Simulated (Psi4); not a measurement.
# Two attempts at C3HO (SMILES C#C[C]=O)

Aim: a single-point energy of C3HO at UMP3/ANO0 (ZORA, density fitting, density fitting for correlation).

The results are computed with Psi4 1.11.

2 further runs of the same task are left out: 2 set aside as unsound or not needed.

### Step 1. The structure to begin with

C3HO: 5 atoms, total charge 0, spin state doublet. As SMILES, `C#C[C]=O`. The shape is that of a GFN2-xTB optimisation.

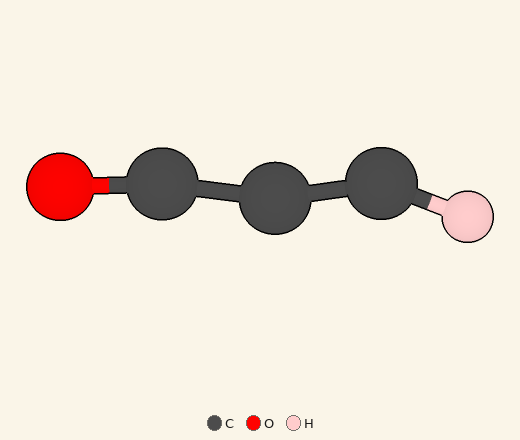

Viewed from a chosen angle; carbon dark grey, oxygen red, hydrogen pink.

### Step 2. The input as first written

Contents of calc.py:

```python
import psi4

psi4.set_memory(1600000000)
psi4.set_num_threads(1)
psi4.core.set_output_file('run.log', False)

molecule = psi4.geometry("""
0 2
C     -0.153390     1.289330    -0.119570
C      0.055120     0.057020    -0.043520
C     -0.037300    -2.369460     0.360390
O     -0.037300    -2.369460     0.360390
H      0.230290     2.232880    -0.401800
""")

psi4.set_options({
    'reference': 'uhf',
    'scf_type': 'disk_df',
    'mp_type': 'df',
    'relativistic': 'zora',
})

result, w = psi4.energy("mp3/ANO0", molecule=molecule, return_wfn=True)
print(f'total energy {result:.8f} hartree = {result * 27.211386:.5f} eV')
```

Run with:

```bash
$ python calc.py
```

stdout:

```text
qcelemental.exceptions.ValidationError: Following atoms are too close: [(2, np.int64(3), np.float64(0.0))]
```

It took 0.95 s on 1 thread of AMD EPYC 9R45 (Zen 5), shared host; peak memory 0.13 GiB.

### Step 3. What went wrong

The program refused the input.

The telling line is `qcelemental.exceptions.ValidationError: Following atoms are too close: [(2, np.int64(3), np.float64(0.0))]`. The fault: two atoms lie on top of or far too near each other. As the program read them, the closest atoms are 0.00 Å apart, against 1.06 Å in the sound input.

### Step 4. Try two

Contents of c3ho.py:

```python
import psi4

psi4.set_memory(1600000000)
psi4.set_num_threads(1)
psi4.core.set_output_file('output.dat', False)

mol = psi4.geometry("""
0 2
C     -0.153390     1.289330    -0.119570
C      0.055120     0.057020    -0.043520
C     -0.094720    -1.209770     0.204490
O     -0.037300    -2.369460     0.360390
H      0.230290     2.232880    -0.401800
""")

psi4.set_options({
    'reference': 'uhf',
    'scf_type': 'disk_df',
    'mp_type': 'df',
    'relativistic': 'zora',
})

energy_value, wavefunction = psi4.energy("mp3/ANO0", molecule=mol, return_wfn=True)
print(f'mp3/ANO0 energy: {energy_value:.10f} Eh')
```

Run with:

```bash
$ python c3ho.py
```

output.dat:

```text
[...]
  Running in c1 symmetry.
[...]
  Nuclear repulsion =   82.561332491371957
[...]
  Multiplicity = 2
[...]
  Nalpha       = 14
  Nbeta        = 13
[...]
    Number of basis functions: 61
[...]
   @DF-UHF iter   1:  -189.05113655094596   -9.59287e-01   6.03532e-03 DIIS/ADIIS
[...]
   @DF-UHF iter  27:  -189.12913612198739   -3.35376e-12   9.89890e-09 DIIS
[...]
   @S^2 Observed:                1.108064048E+00
[...]
    Orbital Energies [Eh]
    ---------------------
    Alpha Occupied:
       1A    -20.655158     2A    -11.392443     3A    -11.314414
       4A    -11.274319     5A     -1.466133     6A     -1.106114
       7A     -0.970979     8A     -0.748726     9A     -0.720360
      10A     -0.677481    11A     -0.591691    12A     -0.517883
      13A     -0.449069    14A     -0.332726
    Alpha Virtual:
      15A      0.044612    16A      0.223296    17A      0.320305
      18A      0.335564    19A      0.350535    20A      0.477930
      21A      0.538875    22A      0.543712    23A      0.561259
      24A      0.634209    25A      0.683618    26A      0.695928
[...]
  @DF-UHF Final Energy:  -189.12913612198739
   => Energetics <=
    Nuclear Repulsion Energy =             82.5613324913719566
    One-Electron Energy =                -419.5090772771158072
    Two-Electron Energy =                 147.8186086637564642
    Total Energy =                       -189.1291361219873863
  UHF NO Occupations:
  HONO-2 :   12  A 1.9390578
  HONO-1 :   13  A 1.8886556
[...]
 Multipole Moments:
 ------------------------------------------------------------------------------------
     Multipole            Electronic (a.u.)      Nuclear  (a.u.)        Total (a.u.)
 ------------------------------------------------------------------------------------
 L = 1.  Multiply by 2.5417464519 to convert [e a0] to [Debye]
 Dipole X            :         -0.1762358            0.2633623            0.0871265
 Dipole Y            :         -1.6235509            2.6864961            1.0629452
 Dipole Z            :          0.2890587           -0.4790553           -0.1899966
 Magnitude           :                                                    1.0833015
[...]
	DF-SCS-MP2 Total Energy (a.u.)     :  -189.65889161847704
	DF-SOS-MP2 Total Energy (a.u.)     :  -189.64752523932961
	DF-SCS(N)-MP2 Total Energy (a.u.)  :  -189.39969633769874
[...]
	DF-MP2 Total Energy (a.u.)         :  -189.68162437677196
[...]
	DF-MP3 Total Energy (a.u.)         :  -189.68963010942002
[...]
```

The script printed:

```text
mp3/ANO0 energy: -189.6896301094 Eh
```

Run time: 18 s. Hardware: 1 thread of AMD EPYC 9R45 (Zen 5), shared host; peak memory 0.48 GiB.

### Step 5. Summary of results

Level: UMP3/ANO0 (ZORA, density fitting, density fitting for correlation).

| quantity | value |
| --- | --- |
| total energy | -189.68963 Eh |
| HOMO energy (Hartree–Fock orbitals) (highest over α and β) | -9.05 eV |
| LUMO energy (Hartree–Fock orbitals) (lowest over α and β) | 1.21 eV |
| correlation energy | -560.5 mEh |
| ⟨S²⟩ of the reference determinant | 1.108 |

**Reading.** ⟨S²⟩ is 1.11 where a pure doublet has 0.75: the reference is spin-contaminated.
